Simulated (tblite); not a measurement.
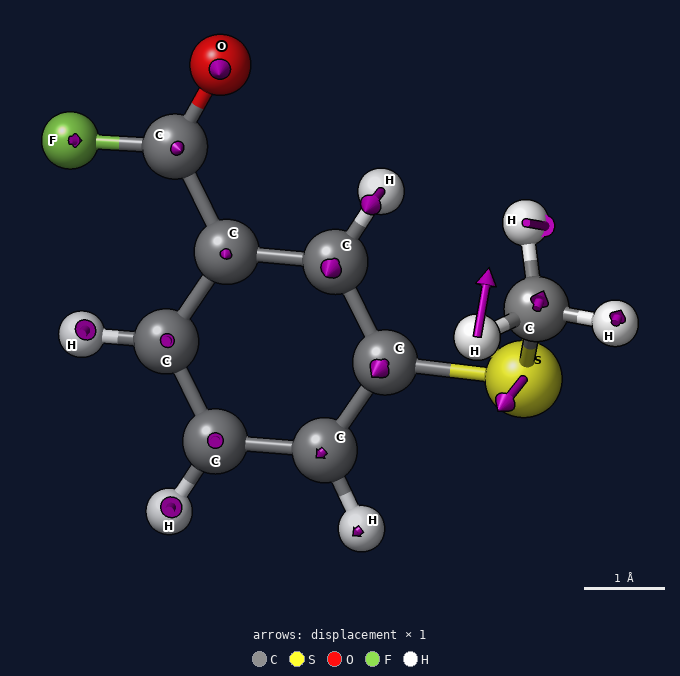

This is a relaxation of C$_{8}$H$_{7}$FOS. The starting structure is drawn; purple arrows show the displacements, at their true length. The two geometries are superimposed by the best rigid fit.

Style: ball-and-stick. Shown at a tilt.

All numbers below come from GFN2-xTB geometry optimisation, gas phase in tblite 0.8.0. 

> What happened in the run?

The atom that moves furthest after the best rigid fit is an H atom (0.91 Å). Largest moves by element: H 0.91 Å, S 0.81 Å, C 0.43 Å, O 0.41 Å, F 0.18 Å. Among the contacts that change: C–O 1.213 → 1.186 Å, C–C 1.404 → 1.381 Å, C–F 1.351 → 1.368 Å, C–S 1.775 → 1.760 Å. Among the angles between lasting bonds that change: C–C–F 117.8° → 112.4°, C–C–O 124.3° → 129.0°, S–C–H 109.4° → 105.5°. Groups turn about C–S by about 50°. The energy falls by 4.76 kcal/mol in 101 geometry steps.
